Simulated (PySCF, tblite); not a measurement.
# C3H9BF2Si: geometry, infrared bands and NMR shifts

Aim: predict the infrared bands and NMR shifts of C3H9BF2Si (`C[C@H]([SiH3])CB(F)F`).

The runs use tblite 0.8.0 and PySCF 2.14.0, with density-fitted response routines of our own; the level of theory stands in each step. All values are computed, except where a source is named. Atoms count from 0, in the outputs and in this text.

### Step 1. The starting structure

16 atoms, charge 0, multiplicity 1; geometry from: force field or distance geometry start.

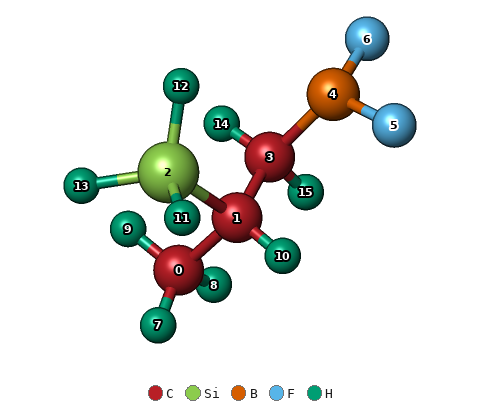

As it starts; carbon red, silicon green, boron orange, fluorine blue, hydrogen teal, atoms numbered; sticks join atoms by distance.

### Step 2. Relaxing the molecule with GFN2-xTB

The job: settings as JSON, then the geometry in Å.

```
{"job": {"kind": "relax", "xc": "GFN2-xTB", "basis": "xTB"}, "charge": 0, "multiplicity": 1}
C      0.955600     1.466300     0.250700
C      0.155300     0.177000     0.496600
Si     1.371200    -1.174900     0.023600
C     -1.012500     0.296800    -0.429300
B     -2.017000    -0.947600    -0.355700
F     -2.359800    -1.490200     0.949800
F     -3.186700    -0.753700    -1.228700
H      1.757900     1.611200     1.005600
H      0.188700     2.276000     0.266200
H      1.347500     1.356900    -0.771000
H     -0.089100     0.066200     1.565300
H      1.892600    -1.736900     1.270000
H      0.791700    -2.209800    -0.802500
H      2.527800    -0.576800    -0.703100
H     -0.719700     0.482800    -1.472800
H     -1.611200     1.165500    -0.076000
```

On the command line:

```console
$ OMP_NUM_THREADS=1 python probes_run.py task.json out
```

One launch serves the whole session: the jobs run in the order shown.

**Question.** This job is followed by: GFN2-xTB harmonic vibrations, gas phase; GIAO PBE0/pcSseg-1 NMR shielding, non-relativistic, gas phase. Predict these results of the whole session: strongest single infrared mode (GFN2-xTB); zero-point energy (GFN2-xTB); 13C shifts against TMS (PBE0/pcSseg-1); 1H shifts against TMS (PBE0/pcSseg-1, means over atoms taken as alike); 29Si shifts against TMS (PBE0/pcSseg-1); 11B shifts against BF3·OEt2 (PBE0/pcSseg-1); 19F shifts against CFCl3 (PBE0/pcSseg-1, means over atoms taken as alike).

As calculated:

```
                                                                 quantity                             value
                                strongest single infrared mode (GFN2-xTB)              789 cm⁻¹, 402 km/mol
                                             zero-point energy (GFN2-xTB)                     72.3 kcal/mol
                                   13C shifts against TMS (PBE0/pcSseg-1)              23.5, 22.5, 14.0 ppm
   1H shifts against TMS (PBE0/pcSseg-1, means over atoms taken as alike)  3.73, 1.27, 1.26, 1.20, 1.02 ppm
                                  29Si shifts against TMS (PBE0/pcSseg-1)                         -58.8 ppm
                              11B shifts against BF3·OEt2 (PBE0/pcSseg-1)                          28.4 ppm
19F shifts against CFCl3 (PBE0/pcSseg-1, means over atoms taken as alike)                         -67.1 ppm
```

What this shows: The optimisation took 101 steps and gained 1.456 eV; among the close pairs (by a distance rule), B4–F6 changed most, from 1.472 to 1.320 Å. All 42 modes are real, so the xTB geometry is a minimum. The strongest single mode, at 789 cm⁻¹, is carried by H13, H12, H11, Si2. GFN2-xTB is a fitted tight-binding method: band positions and strengths are rough. Its intensities can rank the bands wrongly. At PBE0/pcSseg-1: Shielding is most anisotropic at F5, F6 (span 314 ppm, paramagnetic term -230 ppm).
